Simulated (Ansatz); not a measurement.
A computed series for CuAu: response to strain

Take CuAu (space group P4/mmm, No. 123; relaxed with 0.1 eV smearing) as the base.

```xyz
2
Lattice="2.8531 0.0000 0.0000 0.0000 2.8531 0.0000 0.0000 0.0000 3.5703" Properties=species:S:1:pos:R:3 pbc="T T T"
Cu     1.4266     1.4266     1.7851
Au     0.0000     0.0000     0.0000
```

Cartesian axes are those of the cell as printed.

Strains are applied to the cell and any free atomic positions relax; under biaxial strain the out-of-plane vector relaxes too.

Level of theory: Ansatz (a first-principles code) r2SCAN, no SOC.

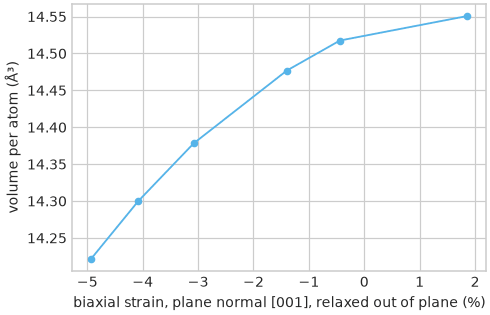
Fig. 1. Volume per atom against biaxial strain, plane normal [001], relaxed out of plane

| biaxial strain, plane normal [001], relaxed out of plane (%) | volume per atom |
|---|---|
| -4.93 | 14.22 Å³ |
| -4.08 | 14.30 Å³ |
| -3.08 | 14.38 Å³ |
| -1.4 | 14.48 Å³ |
| -0.44 | 14.52 Å³ |
| 1.86 | 14.55 Å³ |

Stability against distortions was not tested. The final runs are not spin-polarised.
